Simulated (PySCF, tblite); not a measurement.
# methyl furan-3-carboxylate (C6H6O3): a rotation path, then NMR shifts on frames, part 2 of 2

tblite 0.8.0 and PySCF 2.14.0. Atoms count from 0. Earlier steps stand in the parts before.

### 5 Shielding tensors: image 4, PBE0/pcSseg-1

Job settings and geometry (Å):

```
{"job": {"kind": "nmr", "xc": "PBE0", "basis": "pcSseg-1", "pop": false}, "charge": 0, "multiplicity": 1}
C     -2.859500    -0.077000    -0.403100
O     -1.452300     0.034700    -0.568200
C     -0.711600    -0.188800     0.522300
O     -1.166500    -0.444700     1.604800
C      0.734500    -0.088600     0.205000
C      1.550800     1.074200     0.265100
C      2.800600     0.663000    -0.078500
O      2.813300    -0.651400    -0.343200
C      1.565700    -1.104200    -0.169400
H     -3.294500     0.114000    -1.380400
H     -3.217300     0.650600     0.327800
H     -3.116700    -1.079600    -0.055900
H      1.236600     2.062800     0.528600
H      3.729600     1.192000    -0.152800
H      1.383000    -2.148900    -0.324200
```

Method: GIAO PBE0/pcSseg-1 NMR shielding, non-relativistic, gas phase.

Log:

```text
coarse grid: 13496 points
cycle   1  E = -457.0925131398  dE =  1.914e+00  |g| = 9.205e-01  |ddm| = 3.709e+00
cycle   2  E = -456.7628970286  dE =  3.296e-01  |g| = 1.632e+00  |ddm| = 1.777e+00
cycle   3  E = -457.2346108718  dE = -4.717e-01  |g| = 2.893e-01  |ddm| = 1.291e+00
cycle   4  E = -457.2495457138  dE = -1.493e-02  |g| = 9.550e-02  |ddm| = 2.559e-01
cycle   5  E = -457.2510970496  dE = -1.551e-03  |g| = 1.892e-02  |ddm| = 6.143e-02
cycle   6  E = -457.2511684751  dE = -7.143e-05  |g| = 6.532e-03  |ddm| = 2.206e-02
cycle   7  E = -457.2511762180  dE = -7.743e-06  |g| = 1.873e-03  |ddm| = 5.535e-03
final grid: 133104 points
cycle   8  E = -457.3360585860  dE = -1.668e-05  |g| = 1.541e-02  |ddm| = 3.353e-02
cycle   9  E = -457.3359801738  dE =  7.841e-05  |g| = 2.576e-02  |ddm| = 2.684e-02
cycle  10  E = -457.3360991519  dE = -1.190e-04  |g| = 3.298e-03  |ddm| = 1.841e-02
cycle  11  E = -457.3361013732  dE = -2.221e-06  |g| = 4.438e-04  |ddm| = 2.534e-03
cycle  12  E = -457.3361014049  dE = -3.177e-08  |g| = 1.795e-04  |ddm| = 3.938e-04
cycle  13  E = -457.3361014104  dE = -5.481e-09  |g| = 7.151e-05  |ddm| = 1.699e-04
cycle  14  E = -457.3361014115  dE = -1.042e-09  |g| = 1.709e-05  |ddm| = 6.815e-05
cycle  15  E = -457.3361014115  dE = -5.684e-11  |g| = 5.243e-06  |ddm| = 1.761e-05
converged SCF energy = -457.3361014115

GIAO shielding tensors (ppm)
atom      isotropic    diamagn.    paramagn.     s11        s22        s33       span
  0 C      132.669     242.163    -109.493    101.660    118.454    177.894     76.234
  1 O      129.064     403.324    -274.260    -57.320    218.897    225.614    282.934
  2 C       12.785     250.366    -237.581    -89.425     53.858     73.921    163.346
  3 O     -139.099     403.313    -542.411   -460.659   -262.075    305.439    766.098
  4 C       58.163     256.016    -197.853    -19.639     48.174    145.954    165.593
  5 C       70.181     247.291    -177.109    -16.303     67.940    158.907    175.211
  6 C       40.532     255.307    -214.774    -34.188     46.497    109.289    143.477
  7 O       38.454     397.650    -359.196   -107.187    -42.204    264.753    371.939
  8 C       42.171     252.390    -210.219    -30.269     45.966    110.816    141.085
  9 H       27.827      27.806       0.021     24.263     26.120     33.098      8.835
 10 H       27.614      28.057      -0.443     23.699     25.612     33.532      9.833
 11 H       27.646      28.055      -0.409     23.678     25.706     33.553      9.874
 12 H       25.008      31.494      -6.486     23.092     25.030     26.900      3.808
 13 H       24.245      29.241      -4.996     21.397     25.130     26.208      4.811
 14 H       24.152      31.705      -7.553     21.284     24.334     26.838      5.554
```

Wall time 16 s (1 thread of Intel Xeon 6975P-C, shared host); peak memory 0.87 GiB.

In short: δ C2 174.1, C6 146.4, C8 144.8, C4 128.8, H14 7.57, H13 7.47 ppm.

### 6 Nuclear shieldings: image 6, PBE0/pcSseg-1

Job settings and geometry (Å):

```
{"job": {"kind": "nmr", "xc": "PBE0", "basis": "pcSseg-1", "pop": false}, "charge": 0, "multiplicity": 1}
C     -2.851200    -0.323100    -0.389100
O     -1.441800    -0.312500    -0.560700
C     -0.719600     0.076000     0.500800
O     -1.196600     0.410900     1.553400
C      0.718100     0.043200     0.184500
C      1.684500     1.028600     0.531200
C      2.865200     0.571400     0.039600
O      2.701700    -0.618500    -0.564700
C      1.406200    -0.932100    -0.484500
H     -3.269100    -0.589100    -1.356300
H     -3.205700     0.660500    -0.073900
H     -3.131100    -1.057300     0.368400
H      1.492500     1.943500     1.051300
H      3.855900     0.978600     0.066100
H      1.086500    -1.872300    -0.888100
```

With the program's defaults for keys left out, this is: GIAO PBE0/pcSseg-1 NMR shielding, non-relativistic, gas phase.

Log:

```text
coarse grid: 13496 points
cycle   1  E = -457.0998596237  dE =  1.911e+00  |g| = 9.192e-01  |ddm| = 3.726e+00
cycle   2  E = -456.7650020941  dE =  3.349e-01  |g| = 1.632e+00  |ddm| = 1.889e+00
cycle   3  E = -457.2419107017  dE = -4.769e-01  |g| = 2.892e-01  |ddm| = 1.383e+00
cycle   4  E = -457.2567329342  dE = -1.482e-02  |g| = 9.436e-02  |ddm| = 2.581e-01
cycle   5  E = -457.2581989855  dE = -1.466e-03  |g| = 1.932e-02  |ddm| = 5.831e-02
cycle   6  E = -457.2582718294  dE = -7.284e-05  |g| = 7.155e-03  |ddm| = 2.289e-02
cycle   7  E = -457.2582817690  dE = -9.940e-06  |g| = 2.506e-03  |ddm| = 7.422e-03
final grid: 133104 points
cycle   8  E = -457.3428421675  dE = -4.681e-06  |g| = 1.773e-02  |ddm| = 3.644e-02
cycle   9  E = -457.3427169518  dE =  1.252e-04  |g| = 3.116e-02  |ddm| = 3.441e-02
cycle  10  E = -457.3428978015  dE = -1.808e-04  |g| = 3.127e-03  |ddm| = 2.395e-02
cycle  11  E = -457.3428998774  dE = -2.076e-06  |g| = 3.922e-04  |ddm| = 2.469e-03
cycle  12  E = -457.3428999004  dE = -2.299e-08  |g| = 1.847e-04  |ddm| = 3.775e-04
cycle  13  E = -457.3428999061  dE = -5.659e-09  |g| = 7.751e-05  |ddm| = 1.773e-04
cycle  14  E = -457.3428999072  dE = -1.172e-09  |g| = 1.703e-05  |ddm| = 7.088e-05
cycle  15  E = -457.3428999073  dE = -5.696e-11  |g| = 5.216e-06  |ddm| = 1.787e-05
converged SCF energy = -457.3428999073

GIAO shielding tensors (ppm)
atom      isotropic    diamagn.    paramagn.     s11        s22        s33       span
  0 C      133.047     242.326    -109.279    102.793    118.153    178.195     75.403
  1 O      140.968     403.525    -262.557    -37.378    212.629    247.654    285.033
  2 C       15.207     250.257    -235.050    -83.498     55.893     73.225    156.722
  3 O     -105.799     403.736    -509.535   -397.228   -234.412    314.244    711.472
  4 C       58.262     256.495    -198.233    -13.274     47.042    141.018    154.291
  5 C       68.250     246.921    -178.670    -20.685     65.270    160.166    180.851
  6 C       39.881     254.873    -214.992    -35.692     47.719    107.615    143.307
  7 O       34.132     397.651    -363.519   -115.094    -45.272    262.762    377.856
  8 C       37.521     253.308    -215.787    -36.162     38.145    110.580    146.741
  9 H       27.866      27.899      -0.033     24.053     26.337     33.208      9.155
 10 H       27.535      28.154      -0.618     23.547     25.716     33.343      9.796
 11 H       27.716      28.005      -0.289     24.027     25.404     33.717      9.689
 12 H       24.753      31.318      -6.565     22.743     24.821     26.696      3.953
 13 H       24.227      29.050      -4.823     21.307     25.257     26.115      4.808
 14 H       23.922      32.233      -8.311     20.720     24.259     26.786      6.065
```

Run time: 16 s. Hardware: 1 thread of Intel Xeon 6975P-C, shared host; peak memory 0.87 GiB.

This run: δ C2 171.7, C8 149.4, C6 147.0, C4 128.7, H14 7.80, H13 7.49 ppm.

### 7 Shielding tensors: image 8, PBE0/pcSseg-1

Job settings and geometry (Å):

```
{"job": {"kind": "nmr", "xc": "PBE0", "basis": "pcSseg-1", "pop": false}, "charge": 0, "multiplicity": 1}
C     -2.851200    -0.503700    -0.270000
O     -1.441300    -0.562100    -0.431500
C     -0.732100     0.290200     0.330100
O     -1.234900     1.063000     1.106200
C      0.708000     0.153100     0.091200
C      1.740700     0.902200     0.727400
C      2.903900     0.442200     0.202200
O      2.668300    -0.527400    -0.702900
C      1.349100    -0.700900    -0.769100
H     -3.265600    -1.242700    -0.950900
H     -3.220400     0.494700    -0.514200
H     -3.125900    -0.734600     0.761600
H      1.601500     1.665500     1.463300
H      3.926500     0.709600     0.378900
H      0.968800    -1.441000    -1.444400
```

Method: GIAO PBE0/pcSseg-1 NMR shielding, non-relativistic, gas phase.

Log:

```text
coarse grid: 13496 points
cycle   1  E = -457.1049523934  dE =  1.902e+00  |g| = 9.211e-01  |ddm| = 3.751e+00
cycle   2  E = -456.7587398041  dE =  3.462e-01  |g| = 1.642e+00  |ddm| = 2.107e+00
cycle   3  E = -457.2481171028  dE = -4.894e-01  |g| = 2.905e-01  |ddm| = 1.576e+00
cycle   4  E = -457.2630195026  dE = -1.490e-02  |g| = 9.444e-02  |ddm| = 2.684e-01
cycle   5  E = -457.2644718359  dE = -1.452e-03  |g| = 1.988e-02  |ddm| = 6.013e-02
cycle   6  E = -457.2645473762  dE = -7.554e-05  |g| = 7.901e-03  |ddm| = 2.396e-02
cycle   7  E = -457.2645600558  dE = -1.268e-05  |g| = 2.845e-03  |ddm| = 8.905e-03
cycle   8  E = -457.2645618458  dE = -1.790e-06  |g| = 8.382e-04  |ddm| = 2.887e-03
final grid: 133104 points
cycle   9  E = -457.3488734123  dE = -2.049e-05  |g| = 1.491e-02  |ddm| = 3.494e-02
cycle  10  E = -457.3488153120  dE =  5.810e-05  |g| = 2.348e-02  |ddm| = 2.662e-02
cycle  11  E = -457.3489120940  dE = -9.678e-05  |g| = 2.838e-03  |ddm| = 1.752e-02
cycle  12  E = -457.3489136929  dE = -1.599e-06  |g| = 4.288e-04  |ddm| = 2.249e-03
cycle  13  E = -457.3489137248  dE = -3.190e-08  |g| = 1.602e-04  |ddm| = 4.263e-04
cycle  14  E = -457.3489137291  dE = -4.234e-09  |g| = 6.538e-05  |ddm| = 1.595e-04
cycle  15  E = -457.3489137300  dE = -8.987e-10  |g| = 1.865e-05  |ddm| = 7.398e-05
converged SCF energy = -457.3489137300

GIAO shielding tensors (ppm)
atom      isotropic    diamagn.    paramagn.     s11        s22        s33       span
  0 C      133.261     242.173    -108.911    103.969    117.949    177.866     73.897
  1 O      155.991     403.391    -247.400    -26.295    229.554    264.714    291.009
  2 C       17.459     249.934    -232.475    -78.074     58.739     71.711    149.784
  3 O      -89.660     404.157    -493.817   -359.306   -223.741    314.069    673.375
  4 C       60.138     255.576    -195.438     -7.717     53.323    134.810    142.526
  5 C       67.333     246.454    -179.121    -23.505     62.992    162.513    186.018
  6 C       39.342     254.926    -215.584    -37.058     49.301    105.784    142.842
  7 O       29.886     397.789    -367.903   -120.855    -50.030    260.542    381.397
  8 C       33.770     253.733    -219.963    -41.830     32.462    110.677    152.506
  9 H       27.877      27.854       0.023     23.897     26.471     33.263      9.366
 10 H       27.551      28.025      -0.474     23.800     25.347     33.505      9.705
 11 H       27.563      28.023      -0.461     23.812     25.345     33.532      9.720
 12 H       24.485      31.476      -6.991     22.051     24.848     26.555      4.504
 13 H       24.217      29.007      -4.790     21.185     25.428     26.037      4.853
 14 H       23.692      32.445      -8.753     20.149     24.155     26.771      6.622
```

Run time: 16 s. Hardware: 1 thread of Intel Xeon 6975P-C, shared host; peak memory 0.97 GiB.

This run: δ C2 169.5, C8 153.2, C6 147.6, C4 126.8, H14 8.03, H13 7.50 ppm.

### 8 Run by run: NMR shifts

Shifts (ppm) of some atoms, chosen among heavy atoms and hydrogens apart, with basis size and wall time:

```tsv
frame	C2	C8	H14	H12	O3	O7	O1	functions	time
image 0	169.8	154.7	8.27	7.03	414.9	306.8	185.0	183	22 s
image 2	172.1	151.0	7.98	6.86	444.2	302.6	191.6	183	16 s
image 4	174.1	144.8	7.57	6.71	475.2	297.6	207.0	183	16 s
image 6	171.7	149.4	7.80	6.96	441.9	301.9	195.1	183	16 s
image 8	169.5	153.2	8.03	7.23	425.7	306.2	180.1	183	16 s
```

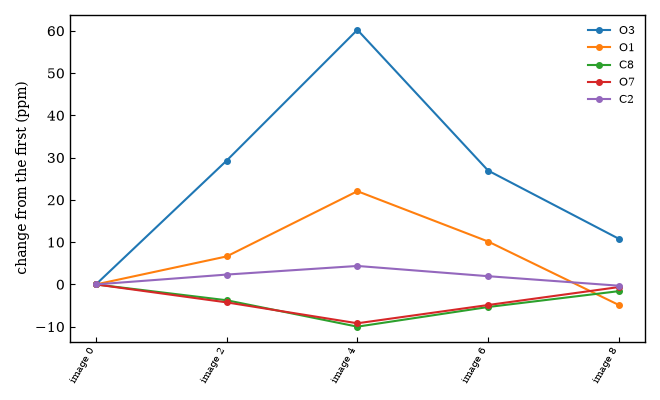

How five of the tabulated atoms move from run to run.

### 9 Outcome

The summary covers parts 1 to 2.

| quantity | value |
| --- | --- |
| barrier | 0.180 eV (4.1 kcal/mol) at image 4 |
| end to end (GFN2-xTB) | 0.010 eV |
| ¹³C shifts against TMS (PBE0/pcSseg-1, image 0) | 169.8, 154.7, 147.3, 126.9, 118.6, 53.7 ppm |
| ¹H shifts against TMS (PBE0/pcSseg-1, image 0) | 8.27, 7.45, 7.03, 4.16, 4.15, 3.89 ppm |
| ¹⁷O shifts against H2O (PBE0/pcSseg-1, image 0) | 414.9, 306.8, 185.0 ppm |
| potential on the surface of density 0.002 e/bohr³, 1st and 99th percentile | -1.64 V and 1.22 V |
| range of the shift of O3 | 414.9 to 475.2 ppm |

In words: Along the band the dihedral turns by 180°, and the top (dihedral 268°) lies 4.1 kcal/mol above the start (GFN2-xTB, rough), so at room temperature this motion is fast. Ends this close can change order at a higher level. The top was not checked by a frequency run. Shifts at one fixed geometry are not the observed spectrum, which averages over the motion. In the first frame run (image 0): The largest span, 643 ppm, is at O3, where the paramagnetic term is -483 ppm. NICS(1)zz of -26 ppm above the planar ring from C4 marks a diatropic (aromatic) ring current. By nearest atom (PBE0/pcSseg-1), the HOMO sits on C6, C8 about 29 % each; C4, C5 about 13 % each and the LUMO on C2, C8 about 23 % each; O3 14 %. Across the 5 runs the shift of O3 moves most, between 414.9 (image 0) and 475.2 ppm (image 4).
